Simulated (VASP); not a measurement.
Input:

```
CELL_PARAMETERS angstrom
      0.00000     3.31244     3.31244
      3.31244     0.00000     3.31244
      3.31244     3.31244     0.00000
ATOMIC_POSITIONS crystal
  Cd 0.00000 0.00000 0.00000
  Te 0.25000 0.25000 0.25000
```

The numbers are results of PBE GGA, VASP's PBE PAW potentials (set 64) (plane waves; VASP), not measurements. Run with 520 eV cut-off, 8×8×8 Γ-centred mesh, tetrahedra with Blöchl corrections, potentials Cd Te.

Unless said otherwise, spin-orbit coupling is left out, though it shifts the bands of the heavy elements here.

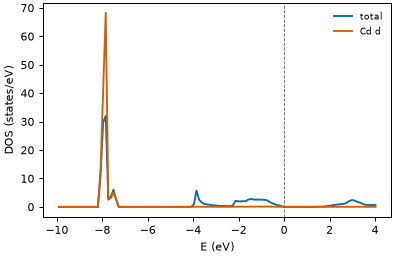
Figure: Total and projected density of states, zero at the valence-band maximum

Within 2 eV below the valence-band maximum the largest weight inside VASP's projection spheres is Te p.

The gap is direct, 0.57 eV, from the valence maximum at Γ to the conduction minimum at Γ.

The compound is CdTe in the zinc blende structure. It was relaxed first, which changed the volume by +7 %.
